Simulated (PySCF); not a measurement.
## Electronic structure of C$_{4}$H$_{9}$OSi (doublet) in real space

| atom | x (Å) | y (Å) | z (Å) |
| --- | --- | --- | --- |
| C | 2.6416 | -0.3730 | 1.1244 |
| C | 1.4161 | 0.0221 | 1.1757 |
| Si | 0.4130 | 0.7498 | -0.3017 |
| O | 1.3268 | 0.8303 | -1.6467 |
| C | -1.0192 | -0.4051 | -0.7683 |
| C | -2.0644 | -0.5388 | 0.3326 |
| H | 3.3879 | -0.4223 | 0.3601 |
| H | 0.8531 | -0.0359 | 2.0984 |
| H | -0.0361 | 2.0916 | 0.0932 |
| H | 2.1903 | 1.2334 | -1.6374 |
| H | -0.6298 | -1.3948 | -1.0129 |
| H | -1.4974 | -0.0289 | -1.6737 |
| H | -1.6221 | -0.9609 | 1.2320 |
| H | -2.8776 | -1.1909 | 0.0180 |
| H | -2.4868 | 0.4314 | 0.5846 |

Geometry: GFN2-xTB.

Level of theory: UKS B3LYP, pcH-1 on C H O Si, non-relativistic, mean-field spin-orbit, GIAO (PySCF 2.14.0, density-fitted response routines).

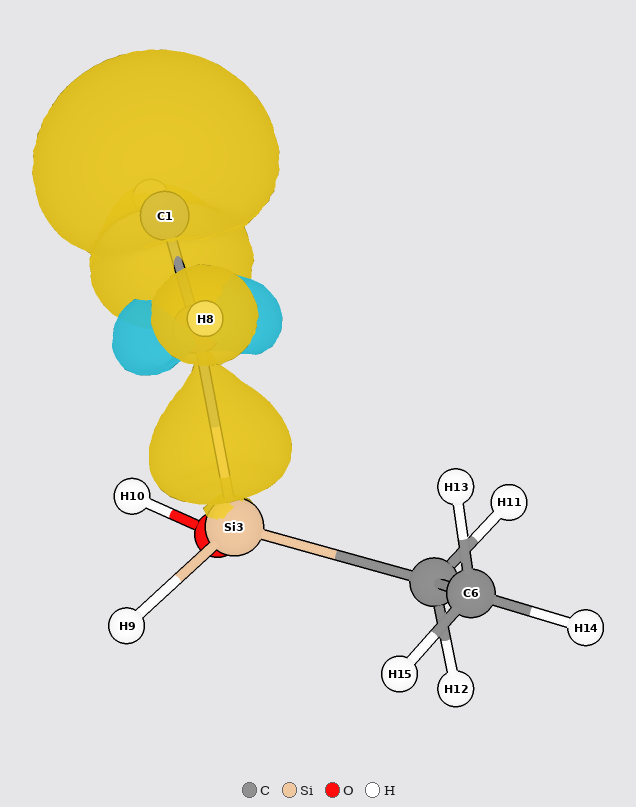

Figure 1. Isosurfaces of the spin density at +0.03 (yellow) and −0.03 e/Å³ (cyan), seen at an oblique angle.

Question: Which atoms carry the spin?

Answer: The unpaired spin (1 electron) lies mostly on C1 (about 0.8), in electrons by Hirshfeld's partition.

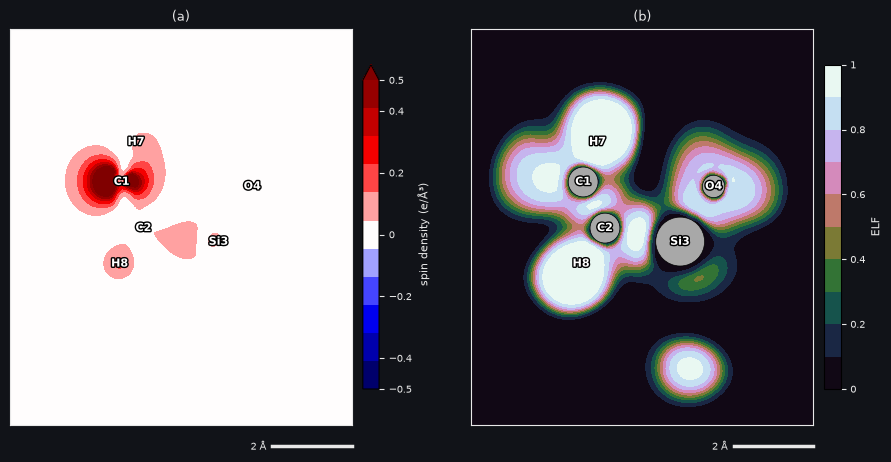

Figure 2. (a) spin density; (b) ELF on the plane of atoms C2, C1 and H7. Grey discs cover the atomic cores in the ELF map.

Question: What does the map show?

Answer:
- The plane passes through C, Si, O and H nuclei.
- C–C (1.29 Å): the ELF peaks at about 0.95 between the atoms (a short, multiple covalent bond).
- Si–O (1.63 Å): the ELF peaks at about 0.85 between the atoms; a polar covalent bond.
- C–H (1.07 Å): the ELF climbs to about 1 towards the hydrogen, as it does in any bond to H: an ordinary covalent bond to hydrogen.
- The ELF also peaks beside O4 and C1, away from the bonds: non-bonding electrons, paired or unpaired.

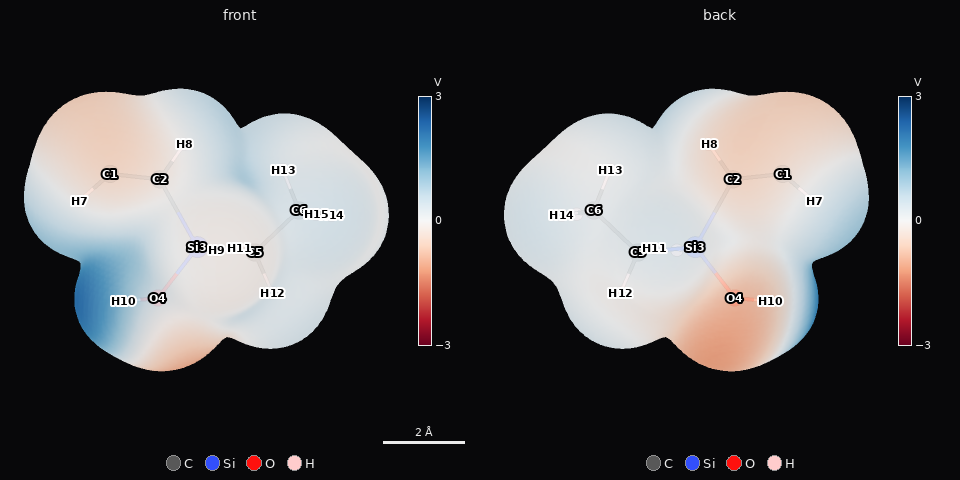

Figure 3. The electrostatic potential painted on the density surface at 0.001 e/bohr³, seen from the front and from behind; red is negative and blue positive.

Question: Which sites attract a positive test charge, and which a negative one?

Answer: A positive charge is drawn to the negative regions and a negative charge to the positive ones. The most negative region (about −1.2 V) lies over O4, the most positive (about +2.2 V) over H10. O4 is the likeliest acceptor of a hydrogen bond.
